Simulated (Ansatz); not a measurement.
C3H11FN2Si

The calculation's input:

```
crystal:
  periodic: [false, false, false]
  atoms:
    - {symbol: C, position_ang: [0.516522, -0.057432, 2.993755]}
    - {symbol: C, position_ang: [-0.142153, -0.237772, 1.626305]}
    - {symbol: C, position_ang: [0.870280, -0.288735, 0.472789]}
    - {symbol: F, position_ang: [1.010277, 1.934792, -1.680566]}
    - {symbol: N, position_ang: [0.283455, -0.474980, -0.846499]}
    - {symbol: "N", position_ang: [-0.216062, 0.086426, -3.505849]}
    - {symbol: Si, position_ang: [-0.150183, 0.790110, -1.938811]}
    - {symbol: H, position_ang: [-0.231902, -0.024417, 3.810402]}
    - {symbol: H, position_ang: [1.100550, 0.885721, 3.037432]}
    - {symbol: H, position_ang: [1.218165, -0.888410, 3.217795]}
    - {symbol: H, position_ang: [-0.746909, -1.172548, 1.614945]}
    - {symbol: H, position_ang: [-0.860045, 0.588839, 1.430300]}
    - {symbol: H, position_ang: [1.611430, -1.097375, 0.675628]}
    - {symbol: H, position_ang: [1.454723, 0.655604, 0.452339]}
    - {symbol: H, position_ang: [-0.188112, -1.374344, -0.973094]}
    - {symbol: H, position_ang: [-1.440098, 1.537706, -1.770015]}
    - {symbol: H, position_ang: [-0.716228, 0.553468, -4.264618]}
    - {symbol: H, position_ang: [0.561684, -0.478471, -3.854132]}
basis:
  gaussian:
    orbitals: def2-SVPD
hamiltonian:
  xc: pbe0
output:
  forces: true
  orbitals: {seedname: orbitals}
```

Launched as:

```sh
ansatz run input.yaml --threads 4 --pin off --max-ram 7830MiB --events-out events.jsonl --progress --plain --runs-dir runs
```

Geometry: PBE-D3(BJ)/def2-SVP.

Computed with Ansatz 0.2.0, isolated molecule in a Gaussian basis; Kohn-Sham density functional theory, functional PBE0.

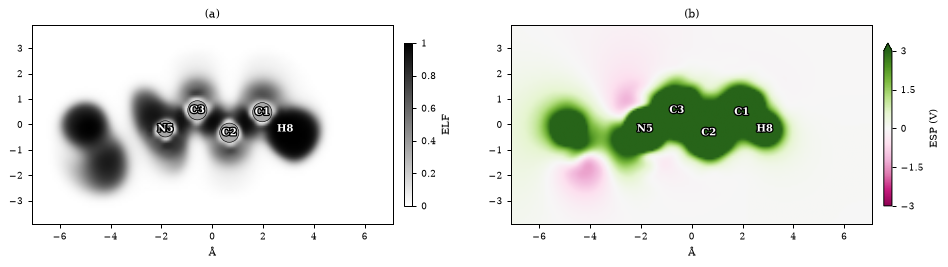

Figure 1. (a) ELF; (b) molecular electrostatic potential on the plane of atoms C1, C2 and C3. Grey discs cover the atomic cores in the ELF map.

> Interpret the plot.

Atoms in the plane: C, N and H.
C–N (1.46 Å): the ELF peaks at about 0.95 between the atoms: a shared electron pair.
C–C (1.53 Å): the ELF peaks at about 0.95 between the atoms (localised, covalent bonding).
C–H (1.11 Å): the ELF climbs to about 1 towards the hydrogen, as it does in any bond to H; an ordinary covalent bond to hydrogen.
The ELF also peaks beside N6 and N5, away from the bonds: lone-pair regions.
Outside the dense part of the molecule the potential is most negative (−1.4 V) near N6, which lies off the plane.

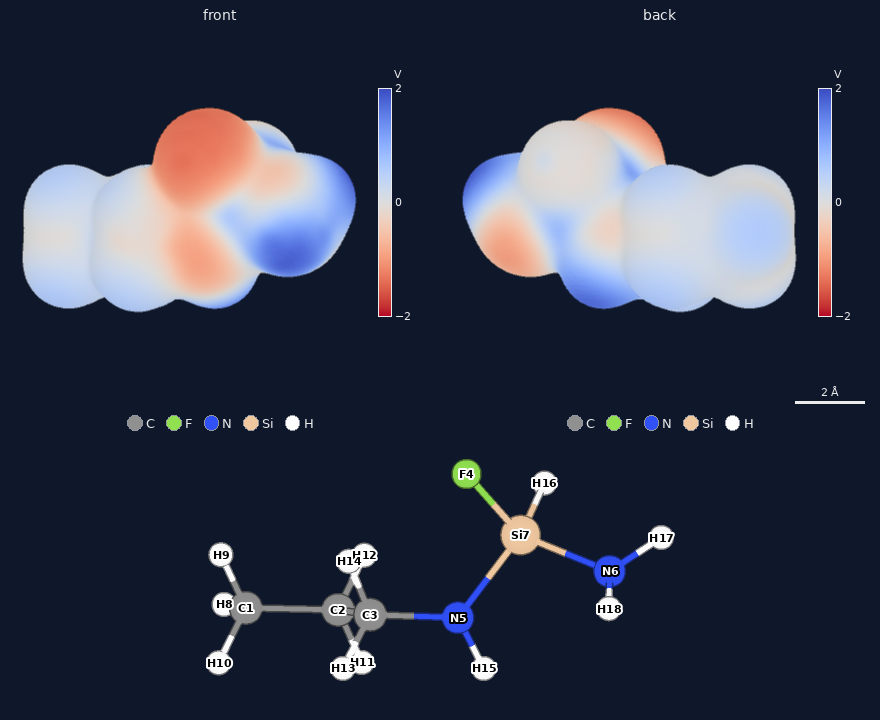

Figure 2. The electrostatic potential painted on the density surface at 0.002 e/bohr³, seen from the front and from behind; the colour scale runs from red (negative) to blue (positive). The bare structure is drawn below in the same view.

> Where is the surface potential most negative and most positive?

The most negative region (about −1.4 V) lies over F4, the most positive (about +1.8 V) over H17 and H18.

> How polar is the molecule by this calculation?

Its dipole moment is 2.01 D.

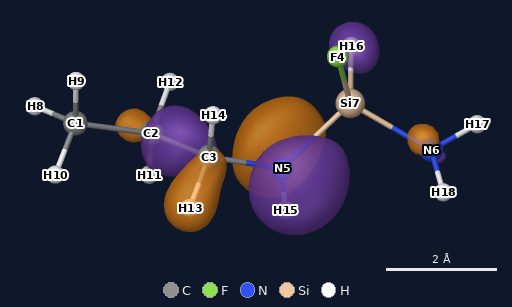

Figure 3. The HOMO at ±0.15 Å⁻³ᐟ² (orange and purple are the two phases), seen at a tilt.

> Describe this orbital and give its energy.

By Hirshfeld shares it lies mainly on N5 (about 55 %), C3 (about 10 %) and C2 (about 5 %). Its energy is −6.96 eV.

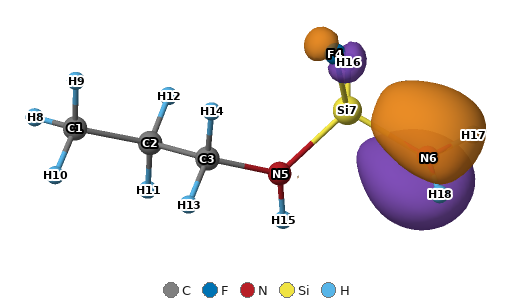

Figure 4. The HOMO−1 at ±0.15 Å⁻³ᐟ² (orange and purple are the two phases), seen at a tilt.

> Where does this orbital lie, and at what energy?

By Hirshfeld shares it lies mainly on N6 (about 70 %); largely a lone pair of N6. Its energy is −8.03 eV.
